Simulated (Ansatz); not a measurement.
## A computed series for TiC: response to strain

The reference is TiC in the rock salt structure (space group Fm-3m, No. 225; a = 4.328 Å; relaxed with 0.1 eV smearing).

Strains are applied to the cell and any free atomic positions relax.

Computed with r2SCAN/PAW in Ansatz (a quantum-chemistry and plane-wave program), no SOC.

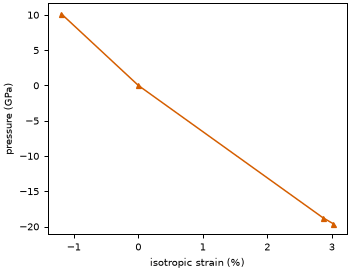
Figure. Pressure against isotropic strain

```json
[
 {"isotropic strain (%)": "-1.19", "pressure": "10.1 GPa"},
 {"isotropic strain (%)": "2.86", "pressure": "-18.7 GPa"},
 {"isotropic strain (%)": "3.02", "pressure": "-19.6 GPa"}
]
```

No phonon test of stability was made. The final runs are not spin-polarised.
